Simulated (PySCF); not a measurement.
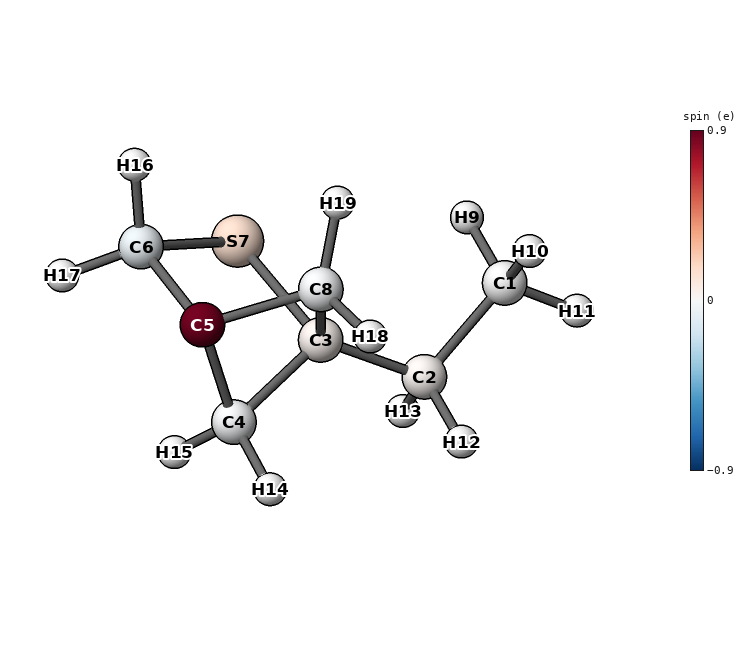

Atoms are coloured by their Mulliken spin populations. The species is neutral and a spin doublet. The computed structure is the end point of a GFN2-xTB optimisation. No frequency run is at hand to confirm it as a minimum. Level of theory: UKS B3LYP, pcH-1 on C H S, non-relativistic (PySCF 2.14.0).

List the Mulliken spin populations.

| atom | value (e) |
| --- | --- |
| C1 | 0.00 |
| C2 | 0.03 |
| C3 | 0.04 |
| C4 | −0.02 |
| C5 | 0.87 |
| C6 | −0.06 |
| S7 | 0.14 |
| C8 | −0.02 |
| H9 | 0.00 |
| H10 | 0.00 |
| H11 | 0.00 |
| H12 | 0.00 |
| H13 | 0.00 |
| H14 | 0.01 |
| H15 | 0.00 |
| H16 | 0.00 |
| H17 | 0.00 |
| H18 | 0.01 |
| H19 | 0.00 |

Mulliken values depend strongly on the basis set.
